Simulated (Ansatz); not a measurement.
Formation energy of the localised charge states of P interstitial in zinc-blende GaP (start: void with 4P nearest; 64-site cell, 2×2×2 shifted sampling) against the Fermi level, Ga-rich (Δμ(P) = -0.86 eV; only phases computed here count, gases as isolated molecules at 0 K). The numbers are results of PBE, PAW (plane waves to 420 eV; Ansatz, a program for electronic structure), not measurements.

Charges from +2 to −2 were run; one beyond them could lie lower near a band edge.

Set-up: 64-site cell; 2×2×2 shifted k-points; host gap 1.57 eV; charged states image-corrected; not converged in cell size; flagged in the runs: a strain field that reaches the edge of the cell.

Left out: charge +2 (level within 0.1 eV of a band edge or past it); charge −2 (carrier in host band states).

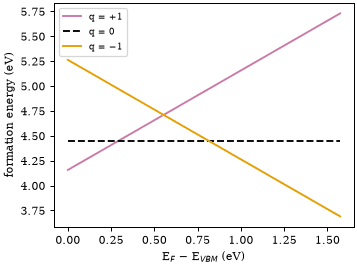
Formation energy of each charge state against the Fermi level

Crossings of the lowest lines: (+1/0) at 0.29 eV; (0/−1) at 0.82 eV. At the valence-band maximum: q = +1: 4.16 eV; q = 0: 4.44 eV; q = −1: 5.26 eV.
